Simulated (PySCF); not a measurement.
# [SO2]+: structure of the doublet

The task is one start of a wider search on [SO2]+: the doublet, from a linear start. It is relaxed, tested by its Hessian and followed downhill if it is a saddle.

The runs use PySCF 2.14.0; PBE0, basis S def2-TZVP, O def2-TZVP, no relativity, density fitting.

## Step 1: Starting geometry

3 atoms, charge 1, spin multiplicity 2.

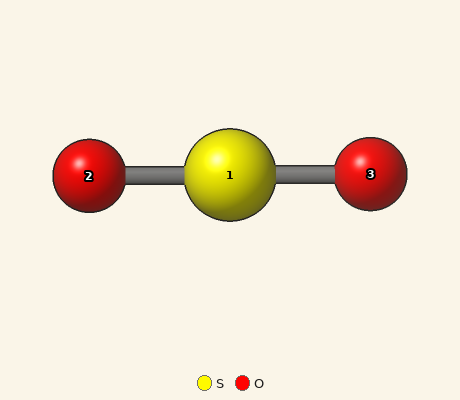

Start geometry, drawn with sulfur yellow, oxygen red; atoms are numbered from 1 in the order of the file.

```xyz
3
charge 1 multiplicity 2
S     0.0000    0.0000    0.0000
O     0.0000    0.0000    1.4798
O     0.0000    0.0000   -1.4798
```

## Step 2: Finding the electronic state

One driver script runs all steps and calls PySCF; scf.py shows how it sets up the SCF of each step. The optimiser is the driver's own. After this first run the driver tries any further starts and a stability analysis.

The input, scf.py:

```python
from pyscf import gto, scf, dft
mol = gto.M(atom='''
S      0.000000     0.000000     0.000000
O      0.000000     0.000000     1.479800
O      0.000000     0.000000    -1.479800''',
    basis={'S': 'def2-TZVP', 'O': 'def2-TZVP'},
    charge=1, spin=1)
mf = dft.UKS(mol, xc='PBE0')
mf.grids.atom_grid = (50, 194)
aux = {'S': 'def2-universal-JKFIT', 'O': 'def2-universal-JKFIT'}
mf = mf.density_fit(auxbasis=aux)
mf.conv_tol = 1e-08
mf.diis_space = 10
mf.max_cycle = 60
mf.init_guess = 'minao'
mf.verbose = 4
mf.kernel()
```

Command:

```sh
> OMP_NUM_THREADS=2 python axn.py task.json out
```

Further steps of the session: Relaxation: linear start, doublet; Hessian and properties; Downhill along the imaginary mode; Is it a minimum? Harmonic modes.

Q: Predict the outcome of this session. Wanted: minimum; geometry; wavenumbers; dipole moment; highest occupied, lowest empty level; polar-tensor charge of S1; zero-point energy; ⟨S²⟩.

The runs gave:

```
                                          quantity                           value
                                           minimum                    doublet, C2v
                                          geometry  S–O 1.418 Å (×2); O–S–O 132.6°
                                wavenumbers (cm⁻¹)  424 (a1), 1154 (a1), 1346 (b2)
                    dipole moment (centre of mass)                          1.27 D
highest occupied, lowest empty level (either spin)               -18.91, -14.75 eV
                         polar-tensor charge of S1                         +0.92 e
                                 zero-point energy                     17.5 kJ/mol
                               entropy at 298.15 K                 253.6 J/(mol K)
                                              ⟨S²⟩                           0.758
```

In words: The linear start (D∞h) ends in a minimum of C2v symmetry, after a stop at a second-order saddle point 100.5 kJ/mol higher, from which it was pushed off along an imaginary mode. The strongest infrared band lies at 424 cm⁻¹ (a1, bend). Only this shape and spin were tried, so other structures or states may lie lower.
